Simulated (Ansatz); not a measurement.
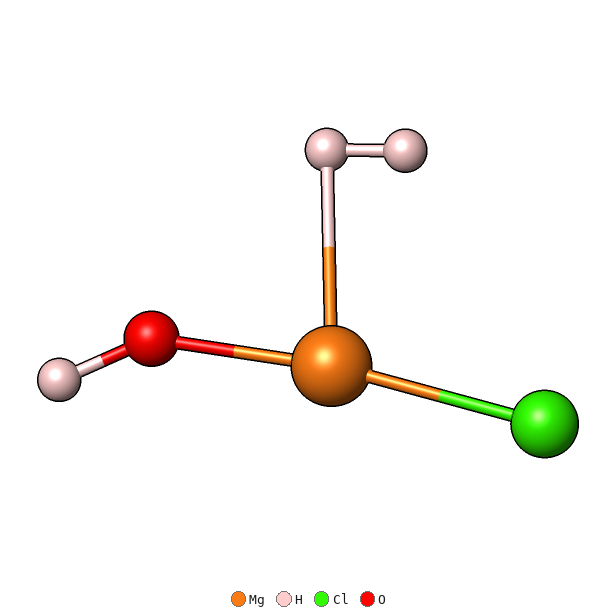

Harmonic vibrations computed with RKS PBE0-D4/def2-TZVP (Ansatz 0.2.0) at a stationary point of the same level.

**Is this a minimum or a saddle point?**

A minimum: no imaginary frequency, and the lowest mode lies at 140 cm⁻¹.

**How many vibrational modes are there, and where do they lie?**

12 modes: 140, 142, 178, 226, 329, 406, 418, 419, 803, 849, 4037, 4255 cm⁻¹.
